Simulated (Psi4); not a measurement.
## Single-point calculation, with input and output: CH2ClF (charge −1) (part 1 of 2)

The run: single-point calculation of CH2ClF, charge −1, multiplicity 2. Method and program: OMP2/aug-cc-pVDZ, UHF (Psi4 1.11).

The geometry is that of the parent species in another charge or spin state. The geometry comes from this level: PBE0-D4/def2-TZVP.

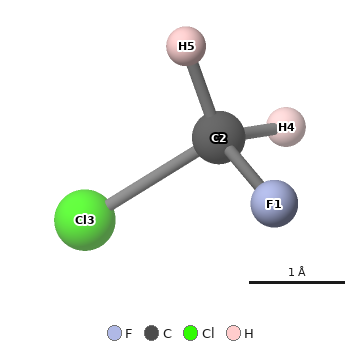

**Figure 1.** The input geometry (ball-and-stick view, seen at a tilt; atoms are numbered from 1 in the order of the input). Bond lengths as drawn: C–Cl 1.77 Å, C–F 1.35 Å and C–H 1.09 Å.

Input (run.py)
```python
import psi4

psi4.set_memory('2200 MB')
psi4.set_num_threads(1)
psi4.set_output_file('run.log', False)

molecule = psi4.geometry("""
-1 2
F     -0.970450     0.560520     0.766500
C      0.083560     0.089320     0.058070
Cl    -0.422970    -1.232890    -0.998060
H      0.832130    -0.302600     0.745580
H      0.477720     0.885670    -0.572080
symmetry c1
""")

options = {'basis': 'aug-cc-pVDZ', 'reference': 'uhf', 'puream': True, 'e_convergence': 1e-09, 'd_convergence': 1e-08, 'scf_type': 'pk', 'num_frozen_docc': 7, 'maxiter': 100}
psi4.set_options(options)

E = psi4.energy("omp2", molecule=molecule)
print(f'omp2 energy: {E:.10f} Eh')
```

Run on 1 thread of Intel Xeon (Granite Rapids), 32 GiB of memory available, shared host.

Run as:
```bash
python run.py
```

Log
```
h
    h
    h

    -----------------------------------------------------------------------

    Memory:     2.0 GiB
    Threads:    1
                ecpint, einsums, f̶o̶r̶t̶e̶, gauxc, gcp, g̶d̶m̶a̶, geometric, g̶p̶u̶_̶d̶f̶c̶c̶,
                i̶n̶t̶e̶g̶r̶a̶t̶o̶r̶x̶x̶, i̶p̶i̶, libefp, m̶d̶i̶, m̶p̶2̶d̶, m̶r̶c̶c̶, ooo,
                o̶p̶e̶n̶f̶e̶r̶m̶i̶o̶n̶p̶s̶i̶4̶, pcmsolver, p̶s̶i̶4̶f̶o̶c̶k̶c̶i̶, p̶s̶i̶x̶a̶s̶,
                p̶y̶e̶i̶n̶s̶u̶m̶s̶, r̶e̶s̶p̶, s̶i̶m̶i̶n̶t̶, s̶n̶s̶m̶p̶2̶,
                v̶2̶r̶d̶m̶_̶c̶a̶s̶s̶c̶f̶

   => Loading Basis Set <=

    Name: AUG-CC-PVDZ
    Role: ORBITAL
    Keyword: BASIS

         ---------------------------------------------------------
                                   SCF
                              UHF Reference
                        1 Threads,   2098 MiB Core
         ---------------------------------------------------------

  ==> Geometry <==

    Molecular point group: c1
    Full point group: C1

    Geometry (in Angstrom), charge = -1, multiplicity = 2:

       Center              X                  Y                   Z               Mass
    ------------   -----------------  -----------------  -----------------  -----------------
         F           -0.515851069042     1.013638190357     1.052851975988    18.998403162730
         C            0.538158930958     0.542438190357     0.344421975988    12.000000000000
         CL           0.031628930958    -0.779771809643    -0.711708024012    34.968852682000
         H            1.286728930958     0.150518190357     1.031931975988     1.007825032230
         H            0.932318930958     1.338788190357    -0.285728024012     1.007825032230

  Running in c1 symmetry.

  Rotational constants: A =      1.41990  B =      0.19074  C =      0.17387 [cm^-1]
  Rotational constants: A =  42567.65296  B =   5718.11414  C =   5212.50852 [MHz]
  Nuclear repulsion =  101.669889195457586

  Charge       = -1
  Multiplicity = 2
  Electrons    = 35
  Nalpha       = 18
  Nbeta        = 17

  ==> Algorithm <==

  SCF Algorithm Type is PK.
  DIIS enabled.
  MOM disabled.
  Fractional occupation disabled.
  Guess Type is SAD.
  Energy threshold   = 1.00e-09
  Density threshold  = 1.00e-08
  Integral threshold = 1.00e-12

  ==> Primary Basis <==

  Basis Set: AUG-CC-PVDZ
    Blend: AUG-CC-PVDZ
    Number of shells: 39
    Number of basis functions: 91
    Number of Cartesian functions: 97
    Spherical Harmonics?: true
    Max angular momentum: 2

  ==> Integral Setup <==

  Using in-core PK algorithm.
   Calculation information:
      Number of atoms:                   5
      Number of AO shells:              39
      Number of primitives:            117
      Number of atomic orbitals:        97
      Number of basis functions:        91

      Integral cutoff                 1.00e-12
      Number of threads:                 1

  Performing in-core PK
  Using 17526782 doubles for integral storage.
  We computed 304473 shell quartets total.
  Whereas there are 304590 unique shell quartets.

  ==> DiskJK: Disk-Based J/K Matrices <==

    J tasked:                  Yes
    K tasked:                  Yes
    wK tasked:                  No
    Memory [MiB]:             1573
    Schwarz Cutoff:          1E-12

  Minimum eigenvalue in the overlap matrix is 7.3106071984E-04.
  Reciprocal condition number of the overlap matrix is 9.1228796725E-05.
    Using symmetric orthogonalization.

  ==> Pre-Iterations <==

  SCF Guess: Superposition of Atomic Densities via on-the-fly atomic UHF (no occupation information).

   -------------------------
    Irrep   Nso     Nmo
   -------------------------
     A         91      91
   -------------------------
    Total      91      91
   -------------------------

  ==> Iterations <==

                        Total Energy        Delta E     RMS |[F,P]|

   @UHF iter SAD:  -597.54891123185416   -5.97549e+02   0.00000e+00
   @UHF iter   1:  -597.80855515371036   -2.59644e-01   3.48305e-03 ADIIS/DIIS
   @UHF iter   2:  -597.89413656886950   -8.55814e-02   2.38970e-03 ADIIS/DIIS
   @UHF iter   3:  -597.92436294175695   -3.02264e-02   7.51682e-04 ADIIS/DIIS
   @UHF iter   4:  -597.94043238617053   -1.60694e-02   4.49252e-04 ADIIS/DIIS
   @UHF iter   5:  -597.94792680882506   -7.49442e-03   1.75912e-04 ADIIS/DIIS
   @UHF iter   6:  -597.94952949988260   -1.60269e-03   7.33843e-05 DIIS
   @UHF iter   7:  -597.94986414250752   -3.34643e-04   3.75378e-05 DIIS
   @UHF iter   8:  -597.94999444958637   -1.30307e-04   1.64700e-05 DIIS
   @UHF iter   9:  -597.95001601973877   -2.15702e-05   5.34196e-06 DIIS
   @UHF iter  10:  -597.95001844701471   -2.42728e-06   1.75580e-06 DIIS
   @UHF iter  11:  -597.95001858958744   -1.42573e-07   6.39853e-07 DIIS
   @UHF iter  12:  -597.95001859918091   -9.59346e-09   3.13952e-07 DIIS
   @UHF iter  13:  -597.95001860047978   -1.29887e-09   1.23945e-07 DIIS
   @UHF iter  14:  -597.95001860100047   -5.20686e-10   5.49885e-08 DIIS
   @UHF iter  15:  -597.95001860110960   -1.09139e-10   1.76414e-08 DIIS
   @UHF iter  16:  -597.95001860112177   -1.21645e-11   6.30839e-09 DIIS
  Energy and wave function converged.

  ==> Post-Iterations <==

   @Spin Contamination Metric:   1.688936848E-04
   @S^2 Expected:                7.500000000E-01
   @S^2 Observed:                7.501688937E-01
   @S   Expected:                5.000000000E-01
   @S   Observed:                5.000000000E-01

    Orbital Energies [Eh]
    ---------------------

    Alpha Occupied:

       1A   -104.714094     2A    -26.196333     3A    -11.252519
       4A    -10.441552     5A     -7.909329     6A     -7.905999
       7A     -7.905836     8A     -1.509381     9A     -1.019781
      10A     -0.798422    11A     -0.614052    12A     -0.601247
      13A     -0.569427    14A     -0.449501    15A     -0.411972
      16A     -0.342991    17A     -0.323550    18A      0.031228

    Alpha Virtual:

      19A      0.143089    20A      0.174361    21A      0.199343
      22A      0.236893    23A      0.263111    24A      0.264809
      25A      0.273154    26A      0.278078    27A      0.359487
      28A      0.364119    29A      0.399263    30A      0.399980
      31A      0.426451    32A      0.453873    33A      0.463423
      34A      0.477208    35A      0.534487    36A      0.554321
      37A      0.584517    38A      0.592529    39A      0.609938
      40A      0.637898    41A      0.654560    42A      0.697431
      43A      0.717562    44A      0.744375    45A      0.778356
      46A      0.783600    47A      0.815100    48A      0.831295
      49A      0.887667    50A      0.918339    51A      0.927396
      52A      1.067476    53A      1.082585    54A      1.101181
      55A      1.147943    56A      1.194671    57A      1.291842
      58A      1.378301    59A      1.423702    60A      1.515582
      61A      1.532509    62A      1.541952    63A      1.563734
      64A      1.571897    65A      1.618131    66A      1.667307
      67A      1.733065    68A      1.758932    69A      1.826564
      70A      1.909095    71A      1.931174    72A      1.979998
      73A      1.996371    74A      2.041673    75A      2.201474
      76A      2.273690    77A      2.292673    78A      2.344806
      79A      2.392653    80A      2.526814    81A      2.548003
      82A      2.703562    83A      2.745049    84A      2.961346
      85A      2.990937    86A      3.658355    87A      5.095917
      88A      5.101214    89A      5.190467    90A      5.198597
      91A      5.214027

    Beta Occupied:

       1A   -104.714078     2A    -26.196307     3A    -11.251135
       4A    -10.441534     5A     -7.909071     6A     -7.906081
       7A     -7.905924     8A     -1.509366     9A     -1.019003
      10A     -0.795659    11A     -0.613935    12A     -0.599251
      13A     -0.568389    14A     -0.449316    15A     -0.410603
      16A     -0.343072    17A     -0.323598

    Beta Virtual:

      18A      0.164968    19A      0.180891    20A      0.186298
      21A      0.221637    22A      0.252422    23A      0.270814
      24A      0.273414    25A      0.282525    26A      0.296191
      27A      0.362549    28A      0.369960    29A      0.405068
      30A      0.408276    31A      0.430726    32A      0.457716
      33A      0.468658    34A      0.482368    35A      0.538576
      36A      0.560002    37A      0.587520    38A      0.595751
      39A      0.614397    40A      0.642036    41A      0.657654
      42A      0.702671    43A      0.721459    44A      0.747678
      45A      0.781862    46A      0.786396    47A      0.817813
      48A      0.833018    49A      0.889951    50A      0.919912
      51A      0.929922    52A      1.069661    53A      1.083978
      54A      1.103333    55A      1.149351    56A      1.195785
      57A      1.293009    58A      1.379281    59A      1.424795
      60A      1.516386    61A      1.532809    62A      1.542224
      63A      1.564187    64A      1.572296    65A      1.618909
      66A      1.667818    67A      1.733918    68A      1.759531
      69A      1.827624    70A      1.909774    71A      1.931828
      72A      1.980992    73A      1.997458    74A      2.042256
      75A      2.201893    76A      2.274211    77A      2.293772
      78A      2.345578    79A      2.393720    80A      2.527239
      81A      2.548540    82A      2.704296    83A      2.745363
      84A      2.962661    85A      2.991600    86A      3.658588
      87A      5.095912    88A      5.101222    89A      5.190560
      90A      5.198710    91A      5.214182

    Final Occupation by Irrep:
              A
    DOCC [    17 ]
    SOCC [     1 ]
    NA   [    18 ]
    NB   [    17 ]

  @UHF Final Energy:  -597.95001860112177

   => Energetics <=

    Nuclear Repulsion Energy =            101.6698891954575856
    One-Electron Energy =               -1033.3487355029212722
    Two-Electron Energy =                 333.7288277063419173
    Total Energy =                       -597.9500186011217693

  UHF NO Occupations:
  HONO-2 :   16  A 1.9999737
  HONO-1 :   17  A 1.9999641
  HONO-0 :   18  A 1.0000000
  LUNO+0 :   19  A 0.0000359
  LUNO+1 :   20  A 0.0000263
  LUNO+2 :   21  A 0.0000099
  LUNO+3 :   22  A 0.0000064

Computation Completed

Properties will be evaluated at   0.000000,   0.000000,   0.000000 [a0]

Properties computed using the SCF density matrix

 Multipole Moments:

 ------------------------------------------------------------------------------------
     Multipole            Electronic (a.u.)      Nuclear  (a.u.)        Total (a.u.)
 ------------------------------------------------------------------------------------

 L = 1.  Multiply by 2.5417464519 to convert [e a0] to [Debye]
 Dipole X            :         -5.4896818            2.5379658           -2.9517160
 Dipole Y            :         -3.0963148            1.1537883           -1.9425265
 Dipole Z            :         -1.3156824            0.3578521           -0.9578303
 Magnitude           :                                                    3.6610758

 ------------------------------------------------------------------------------------

	total time  =          4 seconds =       0.07 minutes
  Constructing Basis Sets for DFOCC...

   => Loading Basis Set <=

    Name: (AUG-CC-PVDZ AUX)
    Role: JKFIT
    Keyword: DF_BASIS_SCF

   => Loading Basis Set <=

    Name: (AUG-CC-PVDZ AUX)
    Role: RIFIT
    Keyword: DF_BASIS_CC
```
